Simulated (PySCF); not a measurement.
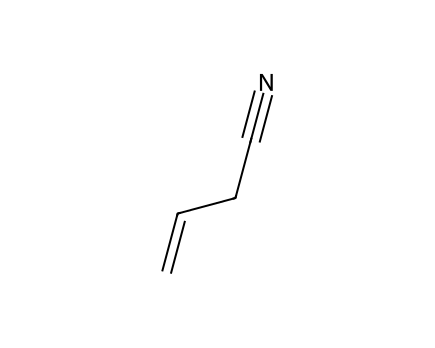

The computed structure is the end point of a PBE0-D3(BJ)/def2-SVP optimisation. No frequency run is at hand to confirm it as a minimum. Program: PySCF 2.14.0.

Compare dipole (D), HOMO–LUMO gap (eV) at these levels: BHandHLYP/aug-pcX-1 (pcseg-1 on H); PBE0/pcSseg-1 in acetonitrile (IEF-PCM); PBE0/pcSseg-1 in methanol (IEF-PCM); ωB97X-D/def2-SVPD; ωB97X-D/def2-SVPD in acetonitrile (IEF-PCM); ωB97X-D/def2-SVPD in methanol (IEF-PCM).

```json
{"level": "BHandHLYP/aug-pcX-1 (pcseg-1 on H)", "dipole (D)": "4.12", "HOMO–LUMO gap (eV)": "9.61"}
{"level": "PBE0/pcSseg-1 in acetonitrile (IEF-PCM)", "dipole (D)": "5.01", "HOMO–LUMO gap (eV)": "7.79"}
{"level": "PBE0/pcSseg-1 in methanol (IEF-PCM)", "dipole (D)": "5.01", "HOMO–LUMO gap (eV)": "7.79"}
{"level": "ωB97X-D/def2-SVPD", "dipole (D)": "4.07", "HOMO–LUMO gap (eV)": "11.49"}
{"level": "ωB97X-D/def2-SVPD in acetonitrile (IEF-PCM)", "dipole (D)": "5.19", "HOMO–LUMO gap (eV)": "11.44"}
{"level": "ωB97X-D/def2-SVPD in methanol (IEF-PCM)", "dipole (D)": "5.19", "HOMO–LUMO gap (eV)": "11.44"}
```
